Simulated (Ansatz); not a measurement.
# PH (SMILES [PH]): UCAM-B3LYP/cc-pVDZ

Aim: the electronic atomisation energy of PH at UCAM-B3LYP/cc-pVDZ, from 3 runs. 

The calculation is run with Ansatz 0.2.0.

52 further runs of the same task are left out: 52 set aside as unsound or not needed.

### Step 1. The system as given

The species is PH (2 atoms), meant as a triplet with charge 0. SMILES: `[PH]`. The coordinates come from a PBE0-D4/def2-TZVP relaxation.

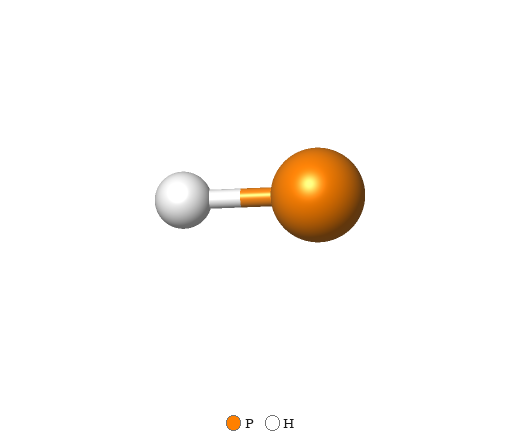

Viewed from a chosen angle; phosphorus orange, hydrogen white.

### Step 2. The energy at UCAM-B3LYP/cc-pVDZ

Input file job.yaml:

```yaml
crystal:
  periodic: [false, false, false]
  atoms:
    - {symbol: P, position_ang: [-0.000000, -0.000000, -0.014610]}
    - {symbol: H, position_ang: [0.000000, 0.000000, 1.413680]}
basis:
  gaussian:
    orbitals: cc-pVDZ
magnetization:
  spin_polarized: true
  initial_magnetization: 2
hamiltonian:
  xc: {name: CAM-B3LYP}
accuracy: high
```

Started as:

```console
ansatz run job.yaml --threads 1 --pin off --max-ram 3480MiB --events-out events.jsonl --progress --plain --runs-dir runs
```

The program printed:

```text
Warning: RAYON_NUM_THREADS=1 ignored (pool sized by the plan → 1); use --threads N
Functional definition: CAM-B3LYP
  name "CAM-B3LYP"
  parameter alpha = 0.19
  parameter beta = 0.46
  parameter omega = 0.33/bohr
  parameter ac = 0.81
  exchange = (1 - alpha - beta)*b88_x + beta*b88_x_sr(omega) + alpha*exact_x + beta*exact_x_lr(omega)
  correlation = (1 - ac)*vwn5_c + ac*lyp_c
413 factors; integrals over basis functions are off by at most 3.6e-9 eV
138 factors; integrals over basis functions are off by at most 1.1e-9 eV
mean field evaluation 1: about -9303.0049 eV, gradient 2.9e0 eV
mean field evaluation 2: about -9303.0811 eV, gradient 7.7e-1 eV
mean field evaluation 4: about -9303.0890 eV, gradient 2.5e-1 eV
mean field evaluation 8: about -9303.0897 eV, gradient 3.0e-3 eV
mean field evaluation 16: about -9303.0897 eV, gradient 8.9e-8 eV
mean field -9303.08967519 eV, -341.8822397027 hartree, gradient 5.8e-9 eV, S^2 2.005629; 0 other end points of the search recorded, 0 dependent functions left out
reference -9303.08968773 eV, -341.8822401633 hartree; 9, 7 occupied and 14, 16 virtual orbitals, 413 factors
Total energy: -9303.08968773 eV, -341.8822401633 hartree
```

Run time: 0.97 s. Hardware: 1 thread of Arm Neoverse V2, shared host; peak memory 0.09 GiB.

### Step 3. The H atom at the same level

Input file job.yaml:

```yaml
crystal:
  periodic: [false, false, false]
  atoms:
    - {symbol: H, position_ang: [0.000000, 0.000000, 0.000000]}
basis:
  gaussian:
    orbitals: cc-pVDZ
magnetization:
  spin_polarized: true
  initial_magnetization: 1
hamiltonian:
  xc: {name: CAM-B3LYP}
accuracy: high
```

Started as:

```console
ansatz run job.yaml --threads 1 --pin off --max-ram 3480MiB --events-out events.jsonl --progress --plain --runs-dir runs
```

The program printed, cut to the lines that bear on the results:

```text
Warning: RAYON_NUM_THREADS=1 ignored (pool sized by the plan → 1); use --threads N
[... 8 set-up lines as earlier in the session ...]
15 factors; integrals over basis functions are off by at most 4.6e-8 eV
15 factors; integrals over basis functions are off by at most 8.5e-10 eV
mean field evaluation 1: about -13.5409 eV, gradient 7.1e-1 eV
mean field evaluation 2: about -13.5416 eV, gradient 7.3e-1 eV
mean field evaluation 4: about -13.5484 eV, gradient 6.8e-5 eV
mean field evaluation 8: about -13.5484 eV, gradient 4.1e-10 eV
mean field -13.54838089 eV, -0.4978938142 hartree, gradient 3.6e-10 eV, S^2 0.750000; 0 other end points of the search recorded, 0 dependent functions left out
reference -13.54839015 eV, -0.4978941546 hartree; 1, 0 occupied and 4, 5 virtual orbitals, 15 factors
Total energy: -13.54839015 eV, -0.4978941546 hartree
```

Wall time 0.16 s (1 thread of Arm Neoverse V2, shared host).

### Step 4. The P atom

Input file run.yaml:

```yaml
crystal:
  periodic: [false, false, false]
  atoms:
    - {symbol: P, position_ang: [0.000000, 0.000000, 0.000000]}
basis:
  gaussian: {orbitals: cc-pVDZ}
magnetization: {spin_polarized: true, initial_magnetization: 3}
hamiltonian: {xc: {name: CAM-B3LYP}}
accuracy: high
```

Run the same way, it converges to -341.26614 Eh (log not shown).

### Step 5. Summary of results

At UCAM-B3LYP/cc-pVDZ:

| quantity | value |
| --- | --- |
| molecule: total energy | -341.88224 Eh |
| molecule: ⟨S²⟩ | 2.006 |
| H atom: total energy | -0.49789 Eh |
| H atom: ⟨S²⟩ | 0.750 |
| P atom: total energy | -341.26614 Eh |
| P atom: ⟨S²⟩ | 3.750 |
| electronic atomisation energy | 3.216 eV |

What this shows: Taking the molecule apart into free atoms costs 3.22 eV (310 kJ/mol), before zero-point energy and without spin-orbit coupling.
